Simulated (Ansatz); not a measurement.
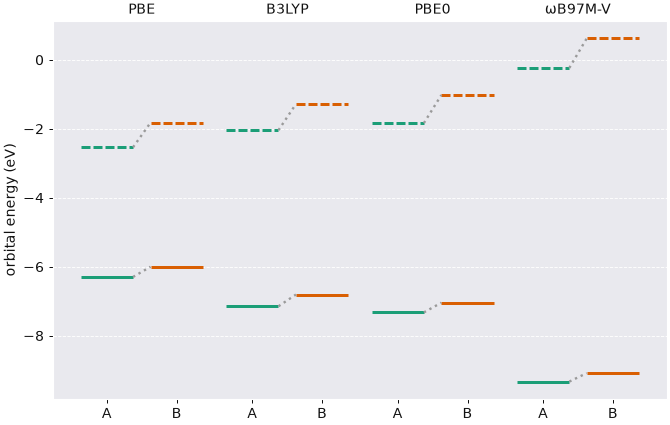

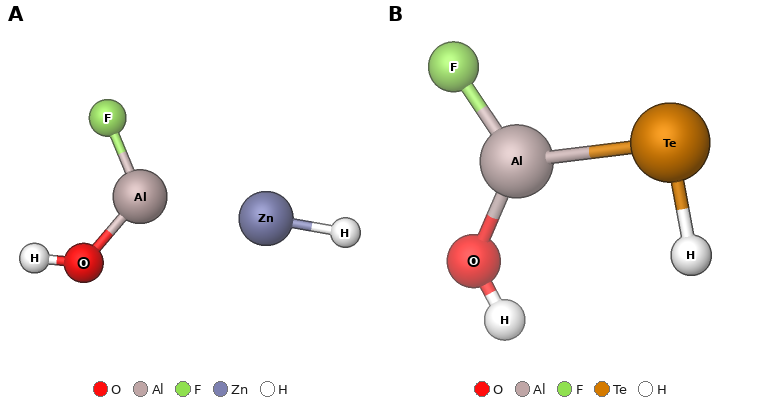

One change: A, ZnAlH₂OF (SMILES [OH][Al]([F])[ZnH]), becomes B, AlH₂TeOF (SMILES [OH][Al]([F])[TeH]). ZnH on Al is replaced by TeH. HOMO (solid) and LUMO (dashed) computed in def2-TZVPP at PBE0-D4/def2-TZVP geometries, both minima by their frequencies, gas phase, the Ansatz code 0.2.0. Empty levels above zero depend strongly on the basis.

What does the change do to HOMO and LUMO?

PBE: the HOMO rises by 0.30 eV, the LUMO rises by 0.71 eV, and the separation goes from 3.76 to 4.18 eV. B3LYP: the HOMO rises by 0.34 eV, the LUMO rises by 0.76 eV, and the separation goes from 5.11 to 5.53 eV. PBE0: the HOMO rises by 0.28 eV, the LUMO rises by 0.81 eV, and the separation goes from 5.49 to 6.02 eV. ωB97M-V: the HOMO rises by 0.25 eV, the LUMO rises by 0.86 eV, and the separation goes from 9.10 to 9.71 eV.

Do the functionals agree on the effect?

They agree on the direction for both levels; the HOMO shift lies between 0.25 and 0.34 eV and the LUMO shift between 0.71 and 0.86 eV, while the separations themselves differ by up to 5.5 eV between functionals.

Caveats: core potentials past krypton; spin-orbit coupling is left out, and with Te it can shift these values.
